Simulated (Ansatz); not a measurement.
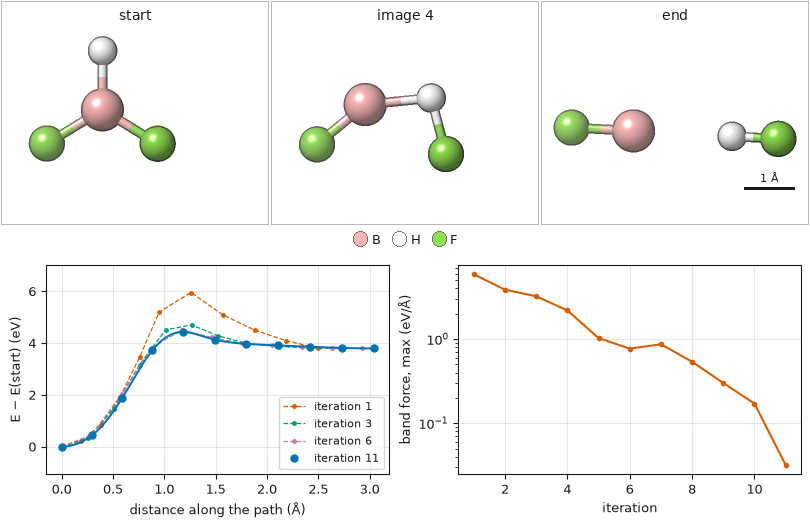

A nudged-elastic-band calculation for BHF$_{2}$. Images are numbered from 0 (start) to 10 (end). The plot follows the band through its iterations. A ball-and-stick model, seen face on.

Computed with Ansatz 0.2.0, RKS r2SCAN-D4/def2-SVPD. Settings: 9 movable images; climbing image; force threshold 0.05 eV/Å; iteration limit 60; starting path through a guess of the saddle point.

> Did the band converge, and can the barrier be trusted?

The result is final at these settings. The band converged in 11 iterations. The largest component of the band force went from 5.9 to 0.032 eV/Å. The climbing image converged on the top of the path. Its vibrational analysis gives one imaginary mode (1134i cm⁻¹), as a transition state must have. The first iteration put the highest image at 5.95 eV. The highest point, image 4, lies 4.43 eV above the start and 0.64 eV above the end; the end is at +3.80 eV relative to the start.

The run took 2.8 min on 1 thread of Arm Neoverse V2, on a shared host, peak memory 0.14 GiB.
